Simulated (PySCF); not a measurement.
# CH₁₀Si₃: NMR shifts, electronic excitations and K edges in gas and solvents, part 2 of 2

PySCF 2.14.0. Atoms count from 0.

## (5) Excited states and response: PBE0/def2-SVPD

What the job is given:

```
{"job": {"kind": "uv", "xc": "PBE0", "basis": "def2-SVPD", "dynamic": true, "nstates": 6, "ntriplets": 0}, "charge": 0, "multiplicity": 1}
Si    -1.863871     0.275891     0.677441
C     -1.181848    -0.121177    -1.030809
Si     0.524554    -0.930859    -1.038964
Si     2.086805     0.343264     0.168446
H     -3.250131     0.829527     0.589972
H     -1.892783    -0.953850     1.527809
H     -0.990274     1.288545     1.348031
H     -1.125365     0.815578    -1.611745
H     -1.887973    -0.784349    -1.559390
H      0.443136    -2.293329    -0.422419
H      1.014957    -1.093732    -2.445053
H      3.470905    -0.166789    -0.081213
H      1.812974     0.272975     1.637264
H      2.023916     1.777372    -0.256673
```

With the program's defaults for keys left out, this is: TDDFT PBE0/def2-SVPD, vertical, gas phase, core orbitals frozen in the response.

Standard output:

```text
coarse grid: 12160 points
cycle   1  E = -911.7332961840  dE = -2.790e-01  |g| = 2.964e-01  |ddm| = 3.798e+00
cycle   2  E = -911.7232168728  dE =  1.008e-02  |g| = 3.427e-01  |ddm| = 7.862e-01
cycle   3  E = -911.7557135268  dE = -3.250e-02  |g| = 3.626e-02  |ddm| = 4.230e-01
cycle   4  E = -911.7561492797  dE = -4.358e-04  |g| = 8.188e-03  |ddm| = 8.475e-02
cycle   5  E = -911.7561755905  dE = -2.631e-05  |g| = 1.843e-03  |ddm| = 1.906e-02
cycle   6  E = -911.7561769027  dE = -1.312e-06  |g| = 3.651e-04  |ddm| = 4.545e-03
final grid: 100712 points
cycle   7  E = -911.8690449709  dE = -1.067e-05  |g| = 4.038e-03  |ddm| = 4.241e-02
cycle   8  E = -911.8690411919  dE =  3.779e-06  |g| = 5.447e-03  |ddm| = 1.027e-02
cycle   9  E = -911.8690493984  dE = -8.207e-06  |g| = 1.372e-04  |ddm| = 6.048e-03
cycle  10  E = -911.8690494060  dE = -7.618e-09  |g| = 4.473e-05  |ddm| = 3.942e-04
cycle  11  E = -911.8690494069  dE = -8.229e-10  |g| = 1.066e-05  |ddm| = 1.163e-04
converged SCF energy = -911.8690494069

Static polarisability (au): isotropic 100.250, principal 86.344 100.561 113.846

Singlet excitations
state   eV       nm        f      main configurations
  1   6.8241    181.7   0.02008   H->L 0.95
  2   7.1953    172.3   0.02131   H->L+1 0.92
  3   7.4016    167.5   0.03177   H->L+2 0.85
  4   7.5133    165.0   0.02225   H-1->L 0.93
  5   7.7075    160.9   0.22527   H->L+3 0.76
  6   7.8069    158.8   0.03509   H-2->L 0.57, H->L+4 0.26
```

Wall time 22 s (1 thread of Arm Neoverse V1, shared host); peak memory 0.8 GiB.

Frontier orbitals and where they lie:

```csv
orbital,eV,atoms
HOMO−3,-9.46,"Si0 32 %, H6 22 %, H5 16 %"
HOMO−2,-9.17,"Si2 19 %, H9 17 %, C1 13 %"
HOMO−1,-8.81,"C1 30 %, Si2 19 %, Si0 17 %"
HOMO,-8.10,"Si3 33 %, Si2 30 %, C1 8 %"
LUMO,-0.14,"Si2 20 %, Si3 14 %, Si0 13 %"
LUMO+1,0.28,"Si2 28 %, Si3 24 %, H10 8 %"
LUMO+2,0.42,"Si3 31 %, Si2 14 %, Si0 10 %"
```

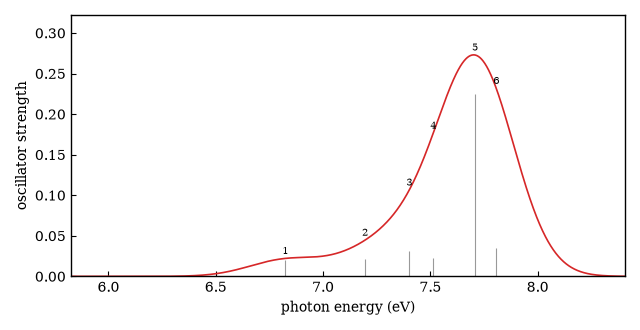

Absorption spectrum from the 6 singlet states computed; above the last one it falls off for lack of states. Lines are broadened to a width of 0.40 eV (Gaussian).

Ground-state properties from the same run:

```csv
property,computed
dipole moment (D),0.95
polarisability (Å³),14.86
HOMO–LUMO gap (eV),7.96
−ε(HOMO) (eV),8.10
C6 with itself (au),3320
```

## (6) Excited states and response: PBE0/def2-SVPD in cyclohexane

Same as in step 5 but for these lines:

```diff
@@ -1,2 +1,2 @@
-{"job": {"kind": "uv", "xc": "PBE0", "basis": "def2-SVPD", "dynamic": true, "nstates": 6, "ntriplets": 0}, "charge": 0, "multiplicity": 1}
+{"job": {"kind": "uv", "xc": "PBE0", "basis": "def2-SVPD", "solvent": "cyclohexane", "nstates": 6, "ntriplets": 0}, "charge": 0, "multiplicity": 1}
 Si    -1.863871     0.275891     0.677441
```

Method: TDDFT PBE0/def2-SVPD, vertical, IEF-PCM cyclohexane (non-equilibrium linear response), core orbitals frozen in the response.

Standard output:

```text
coarse grid: 12160 points
cycle   1  E = -911.7339754636  dE = -2.794e-01  |g| = 2.956e-01  |ddm| = 3.799e+00
cycle   2  E = -911.7240379808  dE =  9.937e-03  |g| = 3.410e-01  |ddm| = 8.059e-01
cycle   3  E = -911.7563386666  dE = -3.230e-02  |g| = 3.373e-02  |ddm| = 4.244e-01
cycle   4  E = -911.7567030735  dE = -3.644e-04  |g| = 7.342e-03  |ddm| = 7.946e-02
cycle   5  E = -911.7567227878  dE = -1.971e-05  |g| = 1.678e-03  |ddm| = 1.731e-02
cycle   6  E = -911.7567238873  dE = -1.100e-06  |g| = 2.668e-04  |ddm| = 4.312e-03
final grid: 100712 points
cycle   7  E = -911.8695876434  dE = -1.075e-05  |g| = 4.021e-03  |ddm| = 4.235e-02
cycle   8  E = -911.8695840646  dE =  3.579e-06  |g| = 5.381e-03  |ddm| = 1.026e-02
cycle   9  E = -911.8695920460  dE = -7.981e-06  |g| = 1.056e-04  |ddm| = 5.987e-03
cycle  10  E = -911.8695920505  dE = -4.486e-09  |g| = 3.782e-05  |ddm| = 3.402e-04
cycle  11  E = -911.8695920510  dE = -5.721e-10  |g| = 8.024e-06  |ddm| = 9.876e-05
converged SCF energy = -911.8695920510

Static polarisability (au): isotropic 113.629, principal 98.450 114.835 127.602

Singlet excitations
state   eV       nm        f      main configurations
  1   6.8194    181.8   0.03445   H->L 0.95
  2   7.1700    172.9   0.03556   H->L+1 0.93
  3   7.3758    168.1   0.07170   H->L+2 0.88
  4   7.4999    165.3   0.04084   H-1->L 0.94
  5   7.6328    162.4   0.38998   H->L+3 0.88
  6   7.7919    159.1   0.02692   H-2->L 0.68, H->L+4 0.15
```

It took 19 s on 1 thread of Arm Neoverse V1, shared host; peak memory 0.82 GiB.

This run: HOMO -8.03 eV, LUMO -0.05 eV; lowest singlet 6.82 eV.

## (7) Ultraviolet spectrum: PBE0/def2-SVPD in methanol

Same as in step 6 but for these lines:

```diff
@@ -1,2 +1,2 @@
-{"job": {"kind": "uv", "xc": "PBE0", "basis": "def2-SVPD", "solvent": "cyclohexane", "nstates": 6, "ntriplets": 0}, "charge": 0, "multiplicity": 1}
+{"job": {"kind": "uv", "xc": "PBE0", "basis": "def2-SVPD", "solvent": "methanol", "nstates": 6, "ntriplets": 0}, "charge": 0, "multiplicity": 1}
 Si    -1.863871     0.275891     0.677441
```

Level: TDDFT PBE0/def2-SVPD, vertical, IEF-PCM methanol (non-equilibrium linear response), core orbitals frozen in the response.

Standard output:

```text
coarse grid: 12160 points
cycle   1  E = -911.7349002752  dE = -2.801e-01  |g| = 2.947e-01  |ddm| = 3.802e+00
cycle   2  E = -911.7253849530  dE =  9.515e-03  |g| = 3.386e-01  |ddm| = 8.382e-01
cycle   3  E = -911.7572895362  dE = -3.190e-02  |g| = 3.079e-02  |ddm| = 4.259e-01
cycle   4  E = -911.7575813231  dE = -2.918e-04  |g| = 6.478e-03  |ddm| = 7.498e-02
cycle   5  E = -911.7575958590  dE = -1.454e-05  |g| = 1.347e-03  |ddm| = 1.598e-02
cycle   6  E = -911.7575965904  dE = -7.314e-07  |g| = 1.753e-04  |ddm| = 3.989e-03
final grid: 100712 points
cycle   7  E = -911.8704530359  dE = -1.085e-05  |g| = 3.980e-03  |ddm| = 4.218e-02
cycle   8  E = -911.8704497805  dE =  3.255e-06  |g| = 5.264e-03  |ddm| = 1.022e-02
cycle   9  E = -911.8704573715  dE = -7.591e-06  |g| = 7.899e-05  |ddm| = 5.885e-03
cycle  10  E = -911.8704573742  dE = -2.725e-09  |g| = 3.285e-05  |ddm| = 3.026e-04
cycle  11  E = -911.8704573747  dE = -4.093e-10  |g| = 6.009e-06  |ddm| = 8.571e-05
converged SCF energy = -911.8704573747

Static polarisability (au): isotropic 139.515, principal 125.860 142.317 150.370

Singlet excitations
state   eV       nm        f      main configurations
  1   6.8465    181.1   0.03280   H->L 0.95
  2   7.1722    172.9   0.03164   H->L+1 0.92
  3   7.3605    168.4   0.06706   H->L+2 0.88
  4   7.5033    165.2   0.03834   H-1->L 0.95
  5   7.6289    162.5   0.36881   H->L+3 0.87
  6   7.8028    158.9   0.02084   H-2->L 0.56, H->L+4 0.18, H->L+5 0.09
```

It took 17 s on 1 thread of Arm Neoverse V1, shared host; peak memory 0.82 GiB.

Key values: HOMO -7.97 eV, LUMO 0.03 eV; lowest singlet 6.85 eV.

## (8) K-edge absorption: BHandHLYP/def2-SVPD+aug-pcX-1+pcseg-1

Same as in step 7 but for these lines:

```diff
@@ -1,2 +1,2 @@
-{"job": {"kind": "uv", "xc": "PBE0", "basis": "def2-SVPD", "solvent": "methanol", "nstates": 6, "ntriplets": 0}, "charge": 0, "multiplicity": 1}
+{"job": {"kind": "xas", "xc": "BHandHLYP", "basis": {"default": "aug-pcX-1", "H": "pcseg-1", "Si": "def2-SVPD"}}, "charge": 0, "multiplicity": 1}
 Si    -1.863871     0.275891     0.677441
```

Level: core-valence-separated TDA BHandHLYP/aug-pcX-1 H:pcseg-1 Si:def2-SVPD, K edges, non-relativistic, gas phase.

Standard output:

```text
coarse grid: 12160 points
cycle   1  E = -912.1817451228  dE = -3.033e-01  |g| = 2.622e-01  |ddm| = 3.325e+00
cycle   2  E = -912.1953394058  dE = -1.359e-02  |g| = 1.791e-01  |ddm| = 4.254e-01
cycle   3  E = -912.2034593031  dE = -8.120e-03  |g| = 4.422e-02  |ddm| = 2.087e-01
cycle   4  E = -912.2040177545  dE = -5.585e-04  |g| = 7.278e-03  |ddm| = 5.759e-02
cycle   5  E = -912.2040372013  dE = -1.945e-05  |g| = 1.162e-03  |ddm| = 1.569e-02
cycle   6  E = -912.2040377203  dE = -5.190e-07  |g| = 2.478e-04  |ddm| = 2.026e-03
final grid: 100712 points
cycle   7  E = -912.2815996803  dE = -1.386e-05  |g| = 1.471e-03  |ddm| = 1.487e-02
cycle   8  E = -912.2815997526  dE = -7.233e-08  |g| = 1.305e-03  |ddm| = 3.150e-03
cycle   9  E = -912.2816001941  dE = -4.415e-07  |g| = 1.161e-04  |ddm| = 1.322e-03
cycle  10  E = -912.2816001982  dE = -4.076e-09  |g| = 2.284e-05  |ddm| = 2.058e-04
cycle  11  E = -912.2816001984  dE = -2.221e-10  |g| = 5.065e-06  |ddm| = 5.333e-05
converged SCF energy = -912.2816001984

C K edge
   eV          f      from atoms
  284.931   0.00052   C1
  285.634   0.03113   C1
  285.759   0.03369   C1
  285.970   0.00396   C1
  286.076   0.02908   C1
  286.512   0.00554   C1
  286.746   0.00158   C1
  286.925   0.00198   C1
```

Run time: 6.8 s. Hardware: 1 thread of Arm Neoverse V1, shared host; peak memory 0.7 GiB.

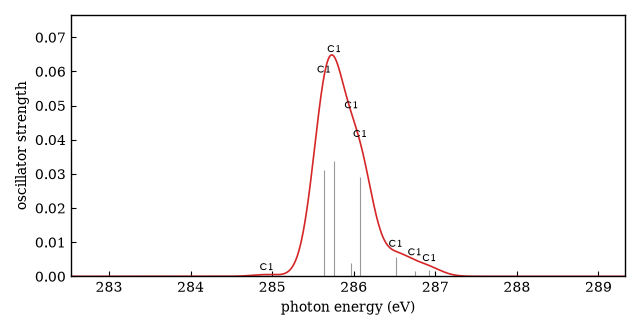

The C K edge. Lines are broadened to a width of 0.40 eV (Gaussian).

## (9) Side by side: NMR shifts

Shifts (ppm) of some atoms, chosen among heavy atoms and hydrogens apart, means over like atoms, with basis size and wall time:

```csv
run,C1,H9,H4,H7,Si0,Si2,Si3,functions,time
PBE0/pcSseg-1 in cyclohexane,-15.8,4.10,3.93,0.03,-67.0,-67.8,-107.7,139,15 s
PBE0/pcSseg-1 in methanol,-15.5,4.05,3.87,0.17,-66.7,-67.1,-107.5,139,12 s
```

The continuum's effect on the ground state:

```csv
solvent,ε,polarisation energy (Eh),μ (D)
cyclohexane,2.02,-0.0006,1.05
methanol,32.61,-0.0016,1.27
```

## (10) Side by side: electronic excitations

Excitations and ground-state properties, with basis size and wall time:

```csv
run,lowest singlet (eV),brightest (eV),f,gap (eV),α (Å³),μ (D),functions,time
PBE0/def2-SVPD,6.82,7.71,0.225,7.96,14.86,0.95,172,22 s
PBE0/def2-SVPD in cyclohexane,6.82,7.63,0.390,7.98,16.84,1.09,172,19 s
PBE0/def2-SVPD in methanol,6.85,7.63,0.369,8.01,20.67,1.36,172,17 s
```

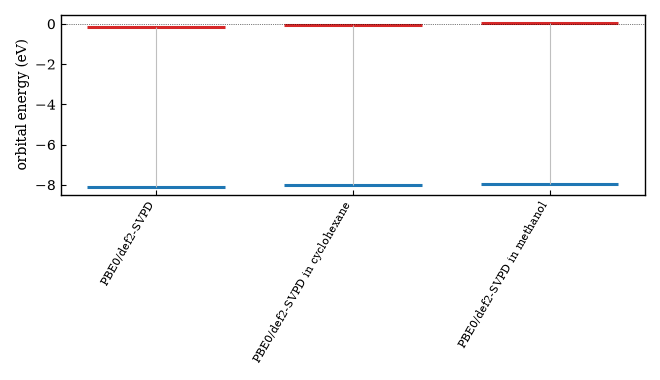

HOMO (blue) and LUMO (red) run by run.

The continuum's effect on the ground state:

```csv
solvent,ε,polarisation energy (Eh),μ (D)
cyclohexane,2.02,-0.0006,1.09
methanol,32.61,-0.0017,1.36
```

## (11) Summary of results

The summary covers parts 1 to 2.

| quantity | value |
| --- | --- |
| point group | C1 |
| rotational constants (main isotopes) | 4.55, 1.66, 1.32 GHz |
| 13C shifts against TMS (PBE0/pcSseg-1, cyclohexane) | -15.8 ppm |
| 1H shifts against TMS (PBE0/pcSseg-1, cyclohexane, means over atoms taken as alike) | 4.10, 3.93, 3.51, 0.03 ppm |
| 29Si shifts against TMS (PBE0/pcSseg-1, cyclohexane) | -67.0, -67.8, -107.7 ppm |
| lowest singlet (PBE0/def2-SVPD) | 6.82 eV (182 nm), f = 0.020 |
| brightest single state of those computed | state 5, 7.71 eV, f = 0.225 |
| C K edge | first line 284.93 eV, strongest 285.76 eV (f = 0.034) |
| range of the shift of Si2 | -67.8 to -67.1 ppm |
| range of the lowest singlet | 6.82 to 6.85 eV |

The optimisation took 11 steps and gained 0.161 eV; among the close pairs (by a distance rule), Si0–H5 changed most, from 1.437 to 1.495 Å. No frequency check was run at this level, so the end point may be a saddle. The lowest singlet, at 6.82 eV, is HOMO→LUMO 0.95 and is weak; of the 6 states computed, the strongest absorption comes from state 5 at 7.71 eV. At the C edge the strongest single line lifts a 1s electron of C1 into several orbitals, led by LUMO+3 (weight 0.28), 0.8 eV above the first line. Absolute edge energies from this method are off by several eV; spacings are better. Across the 2 runs the shift of Si2 moves most, between -67.8 (PBE0/pcSseg-1 in cyclohexane) and -67.1 ppm (PBE0/pcSseg-1 in methanol). The continuum holds electrostatics alone: no hydrogen bonds to the solvent, and the gas-phase geometry is kept. The lowest singlet runs from 6.82 eV (PBE0/def2-SVPD in cyclohexane) to 6.85 eV (PBE0/def2-SVPD in methanol), while the orbital gap spans 7.96 to 8.01 eV. The lowest state need not be the same one in every run.
